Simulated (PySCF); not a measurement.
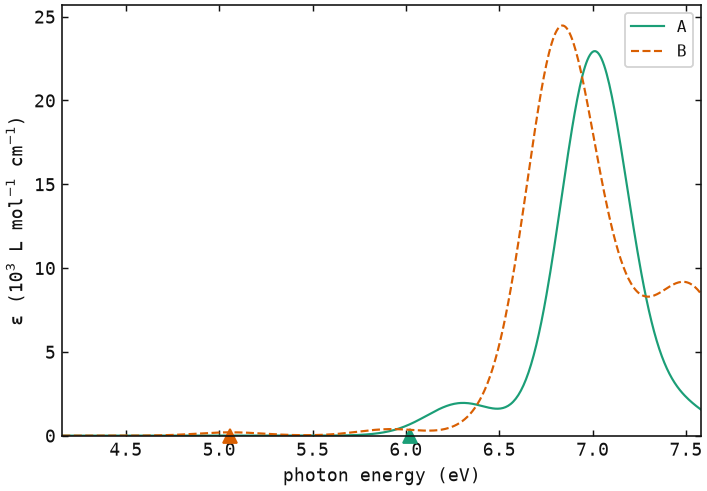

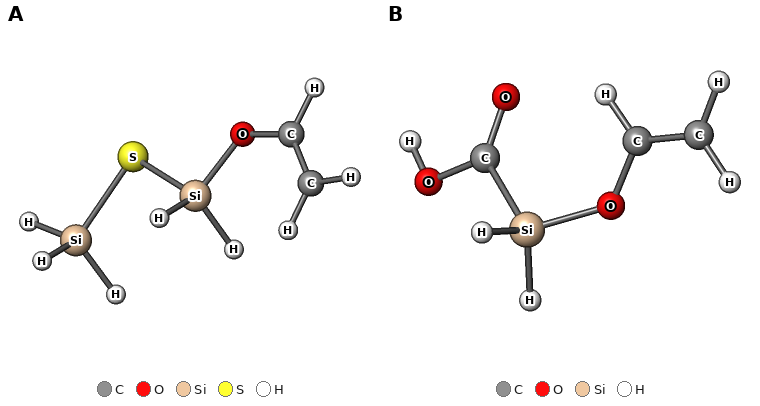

Related molecules: A is C₂H₈OSSi₂, SMILES C=CO[SiH2]S[SiH3]; B is C₃H₆O₃Si, SMILES C=CO[SiH2]C(=O)O. Vertical TDDFT absorption, CAM-B3LYP/def2-SVPD in PySCF 2.14.0, at a PBE0-D3(BJ)/def2-SVP geometry (no frequency check); Gaussians of 1/e half-width 0.25 eV, triangles mark S1, and the range ends where the computed states of one molecule run out.

How does the lowest singlet move?

Answer. A: 6.02 eV (f = 0.001, mainly HOMO−1 → LUMO (80 %)); B: 5.06 eV (f = 0.003, mainly HOMO−1 → LUMO (84 %)). From A to B it shifts 0.96 eV to the red.

And the brightest state of each within the range drawn?

Answer. A: S6 at 7.00 eV, f = 0.33; B: S4 at 6.82 eV, f = 0.35.

Limits of at least one run: core orbitals are frozen in the response; one conformer of a flexible molecule.
